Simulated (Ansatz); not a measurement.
# CH6BFSi: Born-Oppenheimer dynamics

Aim: follow CH6BFSi for 30 steps with a Nosé-Hoover thermostat (1000 K) and see how far bonds stretch and how energy moves between motion and potential.

Program: Ansatz 0.2.0, Gaussian basis. Level of theory: BLYP/def2-SVP with D3(BJ) with three-body dispersion. These are calculated values, not measurements.

**1. The geometry**

The geometry comes from an earlier relaxation with PBE0-D4 in a triple-zeta def2 set; it is a stationary point, not always the lowest conformer.

SMILES `BC(F)[SiH3]`, 10 atoms, charge 0, spin multiplicity 1.

Atoms are counted from 1 here; the program's logs count them from 0.

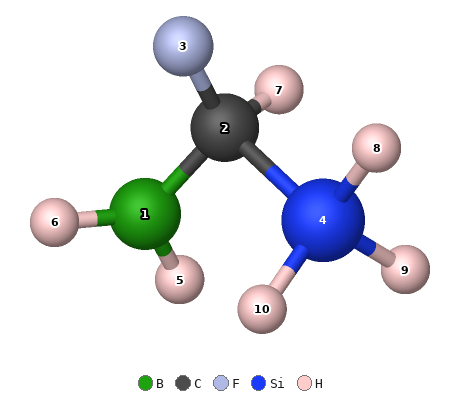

The structure; boron green, carbon dark grey, fluorine light blue, silicon blue, hydrogen pink; atoms are numbered from 1 in the order of the file.

**2. The run**

File in.yaml:

```yaml
crystal:
  periodic: [false, false, false]
  atoms:
    - {symbol: B, position_ang: [0.144182, 1.384184, -0.475900]}
    - {symbol: C, position_ang: [0.242391, -0.085981, -0.844177]}
    - {symbol: F, position_ang: [1.493481, -0.574140, -1.205347]}
    - {symbol: Si, position_ang: [-0.272509, -0.886494, 0.847048]}
    - {symbol: H, position_ang: [-0.948829, 1.819455, -0.250488]}
    - {symbol: H, position_ang: [1.117445, 2.051508, -0.300566]}
    - {symbol: H, position_ang: [-0.506692, -0.467266, -1.548182]}
    - {symbol: H, position_ang: [0.297596, -2.254666, 0.854601]}
    - {symbol: H, position_ang: [-1.752872, -0.921959, 0.929285]}
    - {symbol: H, position_ang: [0.268906, -0.115842, 1.996525]}
basis:
  gaussian: {orbitals: def2-SVP}
hamiltonian: {xc: {name: BLYP}, dispersion: d3bjatm}
md: {timestep: 0.5 fs, n_steps: 30, ensemble: nvt_nose_hoover, temperature: 1000, initial_velocities: maxwell_boltzmann, seed: 647}
```

Launch:

```
$ ansatz run in.yaml --threads 2 --pin off --events-out ev --progress --plain --max-ram 4352MiB
```

Standard output (excerpt; [...] marks lines left out):

```text
Functional definition: BLYP
  name "BLYP"
  cite "Becke, Phys. Rev. A 38, 3098 (1988) doi:10.1103/PhysRevA.38.3098"
  cite "Lee, Yang & Parr, Phys. Rev. B 37, 785 (1988) doi:10.1103/PhysRevB.37.785"
[...]
1004 factors; their error is unknown
[...]
mean field -12396.71526567 eV, -455.5708832178 hartree, gradient 4.7e-5 eV, S^2 0.000000; 0 other end points of the search recorded, 0 dependent functions left out
[...]
reference -12396.71558892 eV, -455.5708950971 hartree; 20, 20 occupied and 70, 70 virtual orbitals, 1004 factors
md step     0: t =     0.00 fs  T =  1000.0 K  F+E_penalty+E_count = -12397.11315357 eV  E_kin = 1.034080 eV  conserved = -12396.07907358 eV  (25 SCF iters)
[...]
md step     7: t =     3.50 fs  T =   395.2 K  F+E_penalty+E_count = -12396.47962928 eV  E_kin = 0.408650 eV  conserved = -12396.07108615 eV  (31 SCF iters, 3 dispersion substeps)
[...]
md step    14: t =     7.00 fs  T =   624.0 K  F+E_penalty+E_count = -12396.72153762 eV  E_kin = 0.645226 eV  conserved = -12396.07717835 eV  (29 SCF iters, 3 dispersion substeps)
[...]
md step    21: t =    10.50 fs  T =   264.2 K  F+E_penalty+E_count = -12396.34484233 eV  E_kin = 0.273171 eV  conserved = -12396.07340945 eV  (30 SCF iters, 3 dispersion substeps)
[...]
md step    28: t =    14.00 fs  T =   490.1 K  F+E_penalty+E_count = -12396.57626092 eV  E_kin = 0.506776 eV  conserved = -12396.07318520 eV  (31 SCF iters, 3 dispersion substeps)
[...]
md step    29: t =    14.50 fs  T =   498.7 K  F+E_penalty+E_count = -12396.58474867 eV  E_kin = 0.515706 eV  conserved = -12396.07310613 eV  (31 SCF iters, 3 dispersion substeps)
[...]
md step    30: t =    15.00 fs  T =   517.4 K  F+E_penalty+E_count = -12396.60383657 eV  E_kin = 0.535040 eV  conserved = -12396.07324663 eV  (26 SCF iters, 3 dispersion substeps)
Total energy: -12396.60416362 eV, -455.5668002929 hartree
Atom 0 at     0.103439     1.366153    -0.408827 Å, force     2.176004    -0.723798    -0.685296 eV/Å
Atom 1 at     0.224457    -0.101004    -0.899335 Å, force    -1.464582    -0.499950    -1.968399 eV/Å
Atom 2 at     1.547983    -0.596113    -1.227567 Å, force    -1.387330     0.587386     0.385073 eV/Å
Atom 3 at    -0.287737    -0.851295     0.859721 Å, force     0.595289    -1.222465    -0.684483 eV/Å
Atom 4 at    -0.907233     1.836432    -0.053171 Å, force    -0.980786     0.330777     0.103642 eV/Å
Atom 5 at     1.193091     1.941603    -0.243612 Å, force    -0.668445    -0.106300     0.103652 eV/Å
Atom 6 at    -0.599229    -0.530990    -1.753660 Å, force     1.924220     0.944752     2.153141 eV/Å
Atom 7 at     0.341762    -2.233864     0.664167 Å, force     0.004930     0.500775     0.537372 eV/Å
Atom 8 at    -1.716586    -1.104247     1.112239 Å, force    -0.522149     0.209332    -0.167409 eV/Å
Atom 9 at     0.211448     0.008087     1.958859 Å, force     0.322849    -0.020510     0.222708 eV/Å
Dipole moment:    -0.345673    -0.035217     0.107833 e Å
```

It took 42 s on 2 threads of Arm Neoverse V1, shared host.

**3. The trajectory**

Every 2 steps, with energies from the start:

| time (fs) | T (K) | potential (meV) | conserved (meV) | Si4–H8 (Å) |
| --- | --- | --- | --- | --- |
| 0.0 | 1000 | 0.0 | 0.00 | 1.482 |
| 1.0 | 902 | 103.8 | 2.29 | 1.421 |
| 2.0 | 647 | 370.5 | 5.92 | 1.376 |
| 3.0 | 439 | 588.5 | 8.01 | 1.359 |
| 4.0 | 396 | 632.5 | 7.37 | 1.375 |
| 5.0 | 488 | 535.4 | 5.45 | 1.418 |
| 6.0 | 603 | 414.7 | 3.56 | 1.478 |
| 7.0 | 624 | 391.6 | 1.90 | 1.542 |
| 8.0 | 472 | 550.5 | 2.84 | 1.600 |
| 9.0 | 238 | 797.1 | 8.11 | 1.645 |
| 10.0 | 195 | 842.0 | 8.21 | 1.673 |
| 11.0 | 352 | 675.7 | 3.59 | 1.681 |
| 12.0 | 472 | 551.7 | 3.23 | 1.669 |
| 13.0 | 493 | 531.9 | 4.91 | 1.639 |
| 14.0 | 490 | 536.9 | 5.89 | 1.591 |
| 15.0 | 517 | 509.3 | 5.83 | 1.532 |

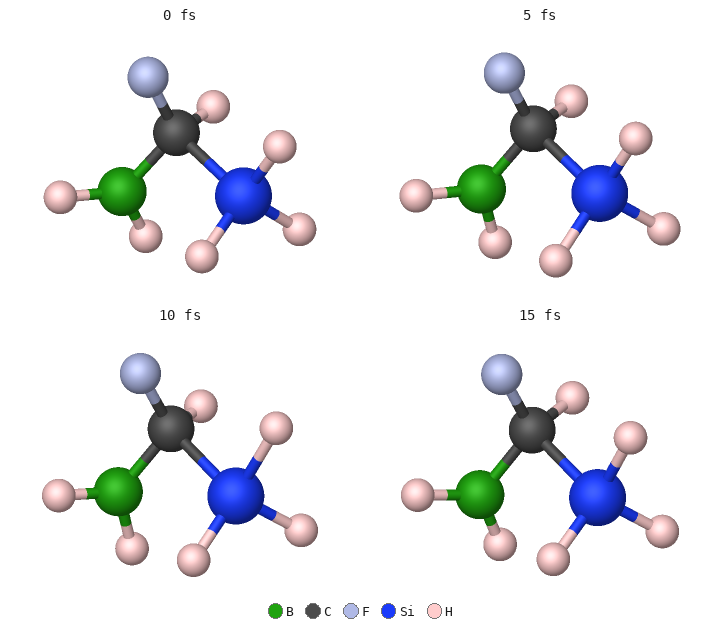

Four frames; sticks are those of the first frame.

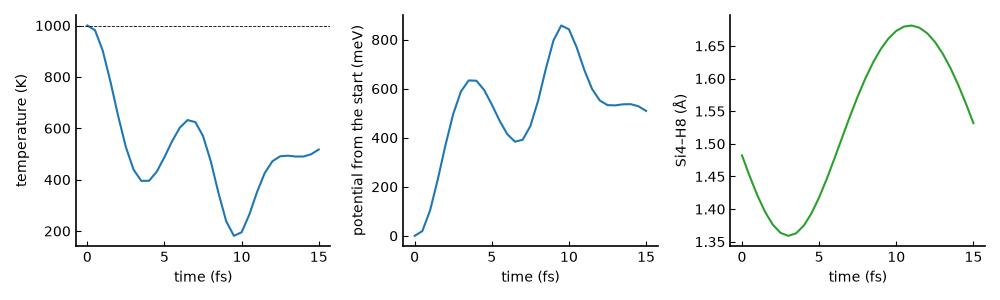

Temperature (the set value dashed), potential energy and the bond that swings most.

Positions (Å) and forces (eV/Å) at 15.0 fs:

```xyz
10

B     0.103    1.366   -0.409    2.176   -0.724   -0.685
C     0.224   -0.101   -0.899   -1.465   -0.500   -1.968
F     1.548   -0.596   -1.228   -1.387    0.587    0.385
Si   -0.288   -0.851    0.860    0.595   -1.222   -0.684
H    -0.907    1.836   -0.053   -0.981    0.331    0.104
H     1.193    1.942   -0.244   -0.668   -0.106    0.104
H    -0.599   -0.531   -1.754    1.924    0.945    2.153
H     0.342   -2.234    0.664    0.005    0.501    0.537
H    -1.717   -1.104    1.112   -0.522    0.209   -0.167
H     0.211    0.008    1.959    0.323   -0.021    0.223
```

**4. What came out**

| quantity | value |
| --- | --- |
| length | 30 steps of 0.5 fs |
| temperature, first and last frame | 1000, 517 K |
| temperature, second half | mean 406 K, from 181 to 570 K |
| swing of the potential | 858 meV |
| largest change of the conserved energy | 9.39 meV |
| range of Si4–H8 | 1.359 to 1.681 Å |

What this shows: From 1000 K at the start the temperature swings between 181 and 1000 K: with 10 atoms it has no steady value yet; starting near a minimum, about half of the kinetic energy flows into the potential. The conserved energy moves by 9.39 meV, 1.1 % of the potential's swing, so the step is short enough for this stretch. Si4–H8 swings most, by 0.32 Å; no bond breaks. A run of 15 fs gives no averages.
